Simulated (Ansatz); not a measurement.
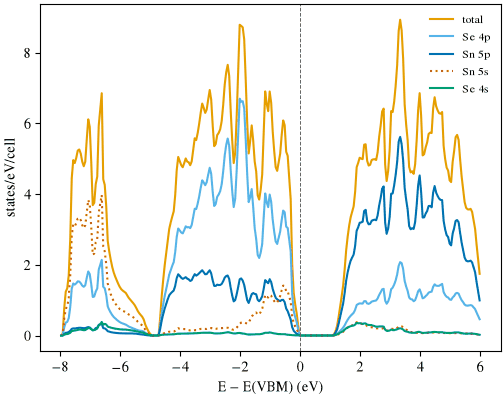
Fig. 1. Total and projected density of states of SnSe in space group Pnma (No. 62; Sn on 4c, Se on 4c), r²SCAN in the plane-wave PAW code Ansatz

Problem. Which orbitals carry the states next to the gap?

Solution. Top 1 eV of the valence band: Se 4p 58 %, Sn 5s 22 %, Sn 5p 18 %. Bottom 1 eV of the conduction band: Sn 5p 63 %, Se 4p 17 %, Se 4s 8 %, Sn 5s 8 %. Projections are on Löwdin-orthogonalised atomic valence shells; empty p or d shells of many metals are not among them.

Problem. Where is the tallest occupied peak in this window, and what makes it?

Solution. Near -2.0 eV, about 8.8 states/eV per cell; the largest projected share is Se 4p.

The cell was relaxed with r²SCAN under the symmetry of its start. A crystal of weakly bound layers computed without a dispersion correction: the cell and the soft elastic constants depend strongly on that. Spin–orbit coupling is left out wherever it is not named.

Potentials: the later of the program's two PAW sets.
